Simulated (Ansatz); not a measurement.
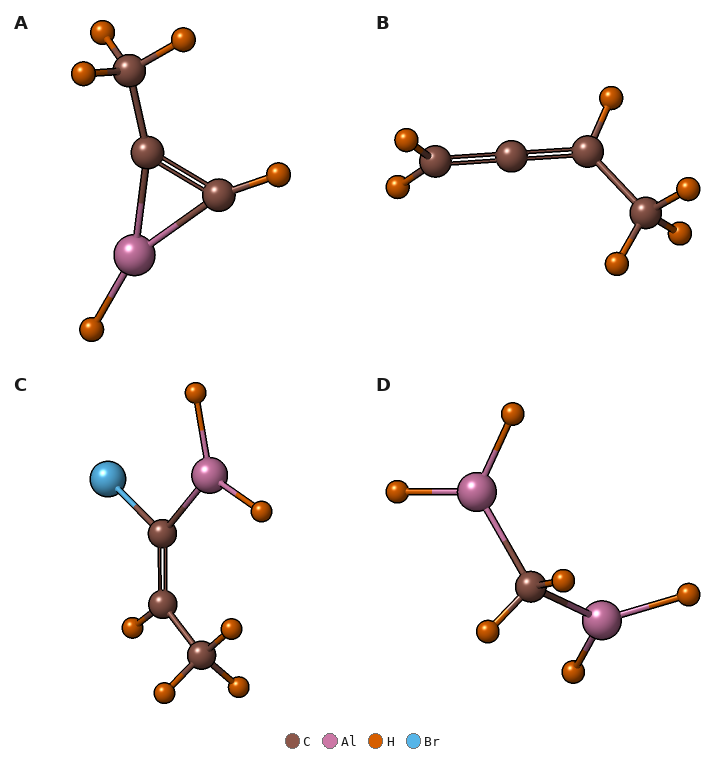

Figure made from data computed with Ansatz.

Which panel belongs to which SMILES?
(1) C[C]1=[CH][AlH]1
(2) C/C=[C](\[AlH2])Br
(3) [AlH2][CH2][AlH2]
(4) C=C=CC

A is (1), B is (4), C is (2), D is (3).
